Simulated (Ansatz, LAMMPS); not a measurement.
# Relaxing a frame of liquid mixture of dimethyl sulfoxide and H2O from 300 K (89 atoms), part 3 of 3

How does a frame of liquid mixture of dimethyl sulfoxide and H2O from 300 K (89 atoms) relax, and what do bonds, charges and levels look like afterwards?

Ansatz 0.2.0; Kohn-Sham DFT, PBE+D4, PAW (set soft_2), plane waves.

The cell: 16 C, 8 S, 11 O and 54 H. The network of contacts between molecules at the start is that of the classical potential that made the cell. The density was typed from a rule of thumb and may lie off the real one at this temperature. Only the Γ point is sampled, in a cell whose shortest periodic width is 10 Å.

So far, density (g/cm³): step 5 (structure statistics after relaxation) 1.09.

**6. Single point at the relaxed geometry**

One more single point at the end of the walk gives the fuller output and checks the residual forces.

The input, input.yaml:

```yaml
crystal:
  lattice:
    - [10.1107, 0.0, 0.0]
    - [0.0, 10.1107, 0.0]
    - [0.0, 0.0, 10.1107]
  atoms:
    - { symbol: C, position: [0.38251, 0.1438, 0.54893] }
    - { symbol: S, position: [0.31156, 0.3087, 0.55126] }
    - { symbol: C, position: [0.18951, 0.28192, 0.42306] }
    - { symbol: O, position: [0.23762, 0.32187, 0.68139] }
    - { symbol: H, position: [0.42953, 0.12672, 0.45269] }
    - { symbol: H, position: [0.30463, 0.07022, 0.566] }
    - { symbol: H, position: [0.45794, 0.14074, 0.6267] }
    - { symbol: H, position: [0.12017, 0.3649, 0.43132] }
    - { symbol: H, position: [0.13892, 0.18668, 0.43642] }
    - { symbol: H, position: [0.23907, 0.28878, 0.32651] }
    - { symbol: C, position: [0.09533, 0.45667, 0.99469] }
    - { symbol: S, position: [0.23364, 0.53482, 0.07761] }
    - { symbol: C, position: [0.14236, 0.61779, 0.20642] }
    - { symbol: O, position: [0.31295, 0.42436, 0.14122] }
    - { symbol: H, position: [0.13421, 0.40737, 0.90628] }
    - { symbol: H, position: [0.02252, 0.53242, 0.96766] }
    - { symbol: H, position: [0.05096, 0.38388, 0.06172] }
    - { symbol: H, position: [0.21536, 0.65976, 0.27508] }
    - { symbol: H, position: [0.07853, 0.54677, 0.25777] }
    - { symbol: H, position: [0.08351, 0.69807, 0.16238] }
    - { symbol: C, position: [0.31511, 0.98233, 0.18783] }
    - { symbol: S, position: [0.37095, 0.97391, 0.01868] }
    - { symbol: C, position: [0.29821, 0.12704, 0.96356] }
    - { symbol: O, position: [0.52055, 0.99595, 0.01921] }
    - { symbol: H, position: [0.35961, 0.90075, 0.24401] }
    - { symbol: H, position: [0.20714, 0.97127, 0.18903] }
    - { symbol: H, position: [0.34415, 0.07807, 0.22964] }
    - { symbol: H, position: [0.32534, 0.14193, 0.85978] }
    - { symbol: H, position: [0.33416, 0.20908, 0.02492] }
    - { symbol: H, position: [0.1901, 0.11804, 0.97143] }
    - { symbol: C, position: [0.16391, 0.67178, 0.67578] }
    - { symbol: S, position: [0.03797, 0.63455, 0.55453] }
    - { symbol: C, position: [0.94875, 0.511, 0.64724] }
    - { symbol: O, position: [0.94839, 0.75515, 0.54715] }
    - { symbol: H, position: [0.22935, 0.74459, 0.62912] }
    - { symbol: H, position: [0.21816, 0.58012, 0.69705] }
    - { symbol: H, position: [0.11708, 0.7119, 0.76505] }
    - { symbol: H, position: [0.01922, 0.43274, 0.67348] }
    - { symbol: H, position: [0.87091, 0.47094, 0.58299] }
    - { symbol: H, position: [0.90594, 0.55675, 0.73576] }
    - { symbol: C, position: [0.60327, 0.26863, 0.222] }
    - { symbol: S, position: [0.72376, 0.21678, 0.34452] }
    - { symbol: C, position: [0.86656, 0.24106, 0.23922] }
    - { symbol: O, position: [0.72999, 0.32252, 0.45059] }
    - { symbol: H, position: [0.63226, 0.36364, 0.17839] }
    - { symbol: H, position: [0.50779, 0.27934, 0.27203] }
    - { symbol: H, position: [0.5963, 0.19046, 0.14669] }
    - { symbol: H, position: [0.95298, 0.20842, 0.29551] }
    - { symbol: H, position: [0.87153, 0.34678, 0.21501] }
    - { symbol: H, position: [0.85666, 0.18128, 0.14919] }
    - { symbol: C, position: [0.54561, 0.41176, 0.88328] }
    - { symbol: S, position: [0.64662, 0.55913, 0.87365] }
    - { symbol: C, position: [0.51311, 0.67694, 0.857] }
    - { symbol: O, position: [0.70677, 0.57891, 0.01018] }
    - { symbol: H, position: [0.48161, 0.41772, 0.97091] }
    - { symbol: H, position: [0.61294, 0.32711, 0.89083] }
    - { symbol: H, position: [0.4863, 0.4041, 0.79267] }
    - { symbol: H, position: [0.55637, 0.77605, 0.86519] }
    - { symbol: H, position: [0.43896, 0.66116, 0.93462] }
    - { symbol: H, position: [0.46992, 0.66393, 0.75815] }
    - { symbol: C, position: [0.81828, 0.92216, 0.80292] }
    - { symbol: S, position: [0.97052, 0.01514, 0.813] }
    - { symbol: C, position: [0.93674, 0.13481, 0.68573] }
    - { symbol: O, position: [0.96617, 0.09035, 0.94401] }
    - { symbol: H, position: [0.81739, 0.87136, 0.70702] }
    - { symbol: H, position: [0.73374, 0.98895, 0.81626] }
    - { symbol: H, position: [0.82114, 0.84969, 0.88356] }
    - { symbol: H, position: [0.93291, 0.08414, 0.58958] }
    - { symbol: H, position: [0.02076, 0.20347, 0.68697] }
    - { symbol: H, position: [0.84382, 0.18653, 0.70718] }
    - { symbol: C, position: [0.54383, 0.5825, 0.35446] }
    - { symbol: S, position: [0.48928, 0.69664, 0.47995] }
    - { symbol: C, position: [0.62706, 0.81033, 0.46942] }
    - { symbol: O, position: [0.36865, 0.76809, 0.42639] }
    - { symbol: H, position: [0.62486, 0.52207, 0.39451] }
    - { symbol: H, position: [0.57483, 0.6373, 0.26615] }
    - { symbol: H, position: [0.45909, 0.51879, 0.33191] }
    - { symbol: H, position: [0.63781, 0.84433, 0.36689] }
    - { symbol: H, position: [0.71805, 0.76022, 0.50139] }
    - { symbol: H, position: [0.6049, 0.89292, 0.5361] }
    - { symbol: O, position: [0.95879, 0.90326, 0.14617] }
    - { symbol: H, position: [0.86428, 0.8759, 0.14573] }
    - { symbol: H, position: [0.96387, 0.97243, 0.07745] }
    - { symbol: O, position: [0.01847, 0.98554, 0.40291] }
    - { symbol: H, position: [0.9952, 0.96044, 0.31116] }
    - { symbol: H, position: [0.00211, 0.90351, 0.4525] }
    - { symbol: O, position: [0.69905, 0.82293, 0.13804] }
    - { symbol: H, position: [0.63418, 0.88079, 0.09326] }
    - { symbol: H, position: [0.69766, 0.73763, 0.09055] }
kpoints:
  mp_grid: { grid: [1, 1, 1] }
hamiltonian:
  xc: pbe
  dispersion: d4
scf:
  occupations: { method: fixed }
output:
  forces: true
  stress: true
  populations: true
  dos:
    method: { smearing: { sigma: 0.08 } }
    de: 0.1
    projected: { site_lists: { C: [C], H: [H], O: [O], S: [S] } }
  eigenvalues: true
  write_density: true
  write_potential: true
  volumetric_format: npy
  elf: true
```

On the command line:

```console
$ ansatz run input.yaml --threads 4 --pin off --max-ram 8192MiB --backend cpu --events-out ev --progress --plain --runs-dir out
```

Numbers of over 12 decimals in the logs are rounded to 6 here.

Output:

```text
[...]
Crystal: 89 atoms, lattice volume = 1033.579 Å³
Basis set: ecut = 420 eV, 20197 PW (Γ), exchange–correlation on 144×144×144 points (8 copies of the dense FFT grid, shifted against one another)
Bands: 205, of which v1, the nominal top of the filled ones, is band 116 counted from 1 (115 counted from 0)
Symmetry: 1 space group operations
[...]
k-points: 1
[...]
SCF iter   1: F=—  HF=-18338.476971 eV  |F-HF|=—  |Δ(HF+E_count)|=         —  Δρ=6.55e-3  dr2=5.51e-1  ethr=1.77e-3  ⟨swp⟩=5.0  Hψ=756  notcnv=0  defer=86
[...]
SCF iter  10: F=-18338.351132 eV  HF=-18338.351132 eV  |F-HF|=1.44e-8  |Δ(HF+E_count)|=   8.35e-8  Δρ=1.45e-6  dr2=2.09e-8  ethr=4.31e-11  ⟨swp⟩=25.0  Hψ=1999  notcnv=0
SCF 1 converged in 10 iterations: F = -18338.351132 eV  dr2 = 2.09e-8
[...]
WARN: The input density's exchange-correlation potential varies sharply where the density is thin. Do not read a vacuum level from v_tot or v_xc, or from such a field of the output density. On a cell that repeats whose density bears no net charge and no dipole along the vacuum's axis use v_es (v_loc + v_h of the components); [...]
SCF converged after 10 iterations
Free energy (F): -18338.351132 eV
[...]
Internal energy: -18338.351132 eV  (E = F + TS)
E sigma→0 (E₀):  -18338.351132 eV
Fermi energy:    -0.336249 eV
[...]
--- Forces (eV/Å), atoms counted from 1 ---
  atom   1  C      0.00010533    -0.00100429     0.00005209
  atom   2  S      0.00233060     0.00669439    -0.00040447
  atom   3  C     -0.00137540    -0.00058163     0.00287904
  atom   4  O      0.00341084    -0.00259863    -0.00745941
  atom   5  H      0.00227738     0.00268077     0.00009939
  atom   6  H     -0.00091128    -0.00007450     0.00135182
  atom   7  H      0.00342189     0.00065109    -0.00081157
  atom   8  H     -0.00080647    -0.00160266    -0.00315572
  atom   9  H     -0.00210615    -0.00284123     0.00043906
  atom  10  H      0.00085765     0.00317900    -0.00048004
  atom  11  C      0.00490637     0.00148097    -0.00094808
  atom  12  S      0.00417640    -0.00024778    -0.00045350
  atom  13  C      0.00208809     0.00202551    -0.00140858
  atom  14  O     -0.00101377    -0.00321383     0.00205958
[...]
atom  88  H      0.00444062    -0.00485987     0.00263550
  atom  89  H     -0.00048286    -0.00017671    -0.00062190
  max |Σ_I F_I| component: 7.41e-5 eV/Å
--- Stress (GPa, compression-positive) ---
       -0.294509      -0.042190      -0.005665
       -0.042190      -0.431590      -0.054761
       -0.005666      -0.054761      -0.197152
  P = ⅓ Tr σ = -0.3078 GPa (-3.078 kbar)
--- Band table (eV) ---
[...]
--- Löwdin populations: 89 sites ---
  site symbol       q [e]
     0      C      4.5872
     1      S      4.8261
     2      C      4.5984
[...]
88      H      0.6208
  spilling = 0.017745 (of n_electrons = 232.000000)
```

Elapsed: 8.1 s, on 4 threads of Arm Neoverse V2, shared host; peak memory 1 GiB.

The program notes that the exchange-correlation potential is rough where the density is thin.

The run gave:

```
free energy                                      : -18338.3511 eV
free energy per atom                             : -206.0489 eV/atom
SCF cycles                                       : 10
pressure                                         : -0.3078 GPa
r.m.s. force component                           : 0.00331 eV/Å
longest force                                    : 0.02213 eV/Å
Fermi energy                                     : -0.3362 eV
gap (highest filled to lowest empty level) : 4.356 eV
spilling of the projection                       : 0.01775
```

Löwdin charges by element and coordination (they lack the spilled electrons, 0.046 e an atom on average):

```csv
element,coordination,atoms,mean charge (e),spread,least,most
C,all,16,-0.592,0.0044,-0.598,-0.584
H,all,54,0.233,0.0532,0.182,0.384
O,all,11,-0.766,0.0257,-0.791,-0.706
O,1,8,-0.779,0.0093,-0.791,-0.766
O,2,3,-0.732,0.0239,-0.763,-0.706
S,all,8,1.18,0.0077,1.17,1.19
```

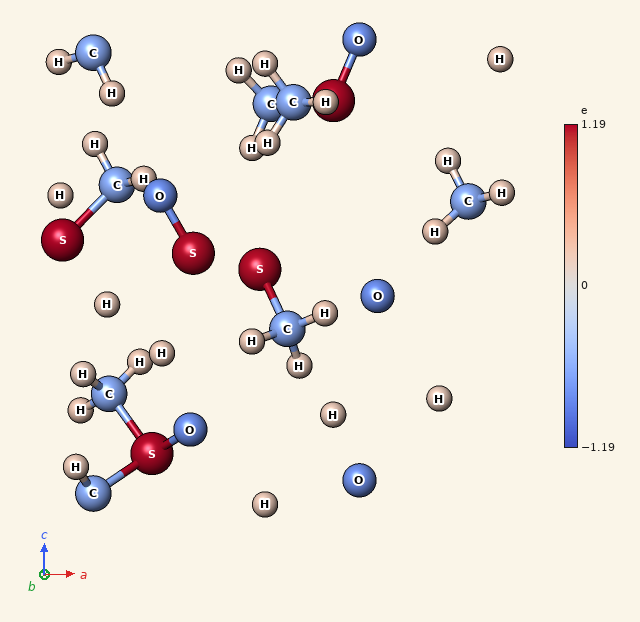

Atoms coloured by Löwdin charge. Drawn is a slice 4 Å thick, seen along the normal of the ac plane. Bonds to atoms that aren't drawn are left out.

States in the cell by windows of 1 eV, zero at the Fermi level; the larger projections on atomic orbitals stand beside the total:

```csv
from (eV),to (eV),total,C p,O p,H s,S p,C s
-14,-13,0.1,0.0,0.0,0.0,0.0,0.0
-13,-12,15.5,0.1,0.1,5.0,1.8,8.3
-12,-11,0.5,0.0,0.0,0.2,0.1,0.3
-11,-10,0.0,0.0,0.0,0.0,0.0,0.0
-10,-9,16.0,2.8,1.0,3.4,0.5,2.7
-9,-8,0.0,0.0,0.0,0.0,0.0,0.0
-8,-7,2.3,0.1,1.4,0.6,0.1,0.0
-7,-6,21.7,8.3,4.0,5.0,3.4,0.1
-6,-5,35.3,15.9,4.1,7.7,5.9,0.2
-5,-4,34.8,15.9,6.0,9.0,2.6,0.0
-4,-3,25.9,6.8,8.0,4.7,5.0,0.0
-3,-2,4.0,0.4,2.5,0.3,0.5,0.0
-2,-1,19.7,2.7,15.5,0.4,0.1,0.3
-1,0,16.9,1.4,10.4,0.6,2.9,0.2
0,1,1.4,0.1,0.8,0.0,0.3,0.0
1,4,0.0,0.0,0.0,0.0,0.0,0.0
4,5,18.5,1.6,1.6,2.8,6.0,1.5
```

The curve was stored every 0.100 eV, coarse against its broadening of 0.08 eV, so these counts are rough.

With fixed occupations the program's Fermi level is the highest filled level; weight inside the gap is the broadening of levels at its edges.

Between -21 and -14 eV lie 38 more states.

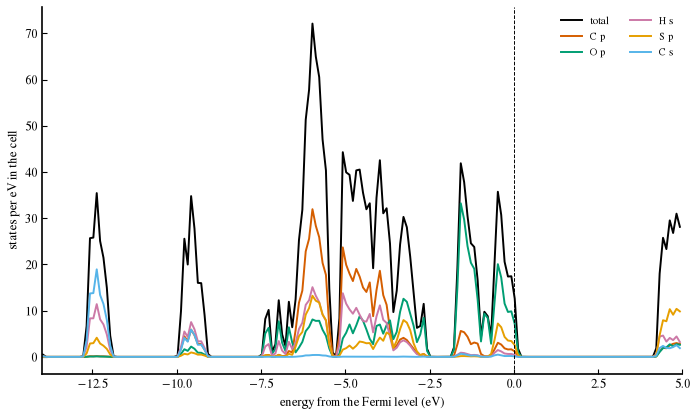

Total and projected density of states, with the broadening of the input.

The levels nearest the highest filled one (over half full), pooled over k-points and spins:

```csv
level less the highest filled one (eV),occupation
-0.467,2
-0.396,2
-0.334,2
-0.229,2
-0.113,2
0,2
4.36,0
4.40,0
4.49,0
4.60,0
4.63,0
4.72,0
```

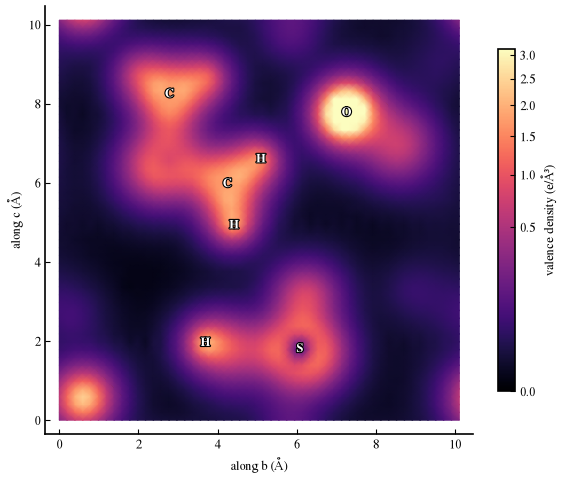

Valence density in the bc plane at fractional x = 0.315, with atoms of S and H and O and C within 0.2 Å of it. It is the smooth field of the valence electrons, not physical close to the nuclei. The map starts off the cell's origin, so that atoms lie inside it. The colour scale is stretched toward low values.

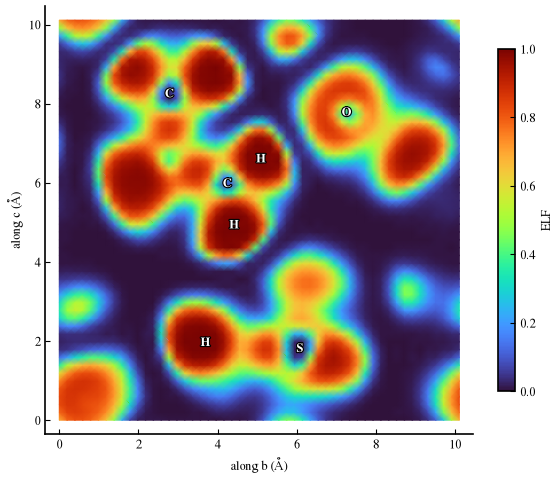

ELF in the bc plane at fractional x = 0.315, with atoms of S and H and O and C within 0.2 Å of it. It is the smooth field of the valence electrons, not physical close to the nuclei. The map starts off the cell's origin, so that atoms lie inside it.

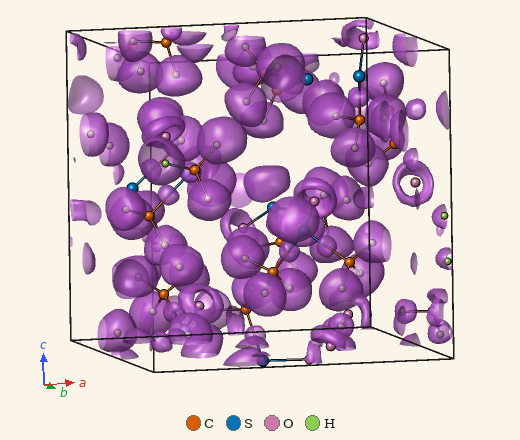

Surface of ELF = 0.85. Bonds to atoms that aren't drawn are left out.

Mean Löwdin charges: C -0.59, H +0.23, O -0.77, S +1.18 e (they miss 1.8 % of the electrons, so they add up to more than the cell's charge). The largest share in the top eV of filled states is O p (63 % of the projected weight), and in the lowest eV of empty states S p (42 % of the projected weight).

The surroundings of S42, one of the 8 S atoms, nearest first, numbered as they follow in the input and with coordinates relative to it.

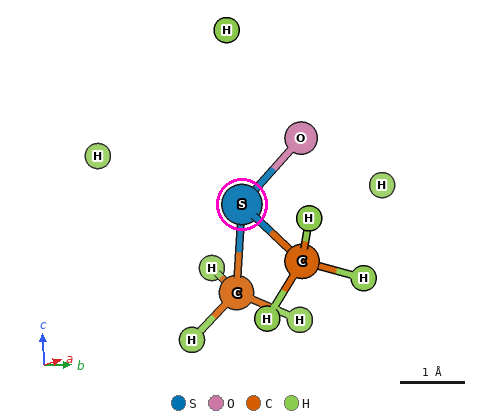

The atoms of the table, within 3.5 Å (arrows a, b, c point along x, y, z); some may hide others; the central atom is ringed.

```csv
atom,x,y,z,distance (Å),bonds,Löwdin charge (e)
S42,0.00,0.00,0.00,0.00,3,1.19
O44,0.06,1.07,1.07,1.52,1,-0.79
C43,1.44,0.25,-1.06,1.81,4,-0.59
C41,-1.22,0.52,-1.24,1.81,4,-0.60
H48,2.32,-0.08,-0.50,2.37,1,0.22
H49,1.49,1.31,-1.31,2.38,1,0.19
H46,-2.18,0.63,-0.73,2.39,1,0.20
H47,-1.29,-0.27,-2.00,2.39,1,0.22
H50,1.34,-0.36,-1.97,2.42,1,0.22
H45,-0.93,1.48,-1.68,2.43,1,0.20
H75,-1.00,3.09,0.51,3.28,1,0.23
H5,-2.97,-0.91,1.09,3.30,1,0.21
H68,2.11,-1.34,2.48,3.52,1,0.23
```

The column of bonds counts only the pairs H-C within 1.34 Å, H-O within 1.21 Å, C-S within 2.21 Å, O-S within 1.93 Å; other neighbours, such as metal atoms beside each other in a compound, aren't counted, and periodic images can show an atom twice.

**7. Other settings**

Changed here: basis.ecutwfc = "25.7 Ry", scf.algorithm = "direct_min" and total_charge = -1.

input.yaml, as its differences from that of step 6:

```diff
@@ -6,3 +6,3 @@
   atoms:
-    [... the 89 atom lines of step 6 ...]
+    [... the 89 atom lines of step 3 ...]
 kpoints:
@@ -14,2 +14,3 @@
   occupations: { method: fixed }
+  algorithm: direct_min
 output:
@@ -23,5 +24,4 @@
   eigenvalues: true
-  write_density: true
-  write_potential: true
-  volumetric_format: npy
-  elf: true
+basis:
+  ecutwfc: "25.7 Ry"
+total_charge: -1
```

Output:

```text
Error: inconsistent input (scf.occupations.method, magnetization): a σ = 0 step fill (method: fixed, or a smearing width below the step floor) cannot realise an odd electron count (233) without a locked total moment — the per-k integer fill puts the same N_el/2 bands in each spin channel; [...]
```

The job ended after 0.04 s (4 threads; peak memory 0.072 GiB).

The program refused the input before any cycle.

The program's message: “Error: inconsistent input (scf.occupations.method, magnetization): a σ = 0 step fill (method: fixed, or a smearing width below the step floor) cannot realise an odd electron count (233) without a lock …”

Runs without a result: basis.ecutwfc = "25.7 Ry", scf.algorithm = "direct_min" and total_charge = -1 (refused).

**8. Outcome**

```
energy change in the relaxation                  : -44.02 meV/atom
r.m.s. displacement                              : 0.85 Å
largest displacement                             : 1.575 Å
free energy per atom                             : -206.0489 eV/atom
pressure                                         : -0.3078 GPa
r.m.s. force component                           : 0.00331 eV/Å
gap (highest filled to lowest empty level) : 4.356 eV
wall time of the 3 DFT runs                      : 3.4 min
```

**Reading.** Relaxation lowers the energy by 44.0 meV/atom and moves atoms by 0.85 Å r.m.s.; the r.m.s. force component goes from 0.74 to 0.0033 eV/Å, the pressure goes from 0.23 to -0.31 GPa, and the gap from 3.59 to 4.36 eV. By the final cutoffs no bond was broken or made. First to last step the energy falls by 3.918 eV; the largest move, 1.58 Å, is that of H48. The O-S bonds change most in mean length: from 1.502 Å (spread 0.025) to 1.521 Å (spread 0.005). Counting bonds as in the table, all C atoms have 4, all H atoms have 1, 73 % of O atoms have 1 and all S atoms have 3 bonded neighbours. The highest filled and lowest empty levels differ by 4.36 eV (at Γ alone); a semilocal functional tends to put such gaps too low. In a disordered cell it changes from sample to sample and from frame to frame.

Caveats: The network of contacts between molecules at the start is that of the classical potential that made the cell; in DFT atoms moved by 0.85 Å r.m.s.

[Logs are printed without paths, hosts, clocks, repeated set-up lines and the standing remarks that a program may print on its own settings, such as how far it seeks lower states.]

[Hosts, paths, dates, database ids (printed as entryN), source tags and the programs' standing remarks are cut or masked in the printed files.]
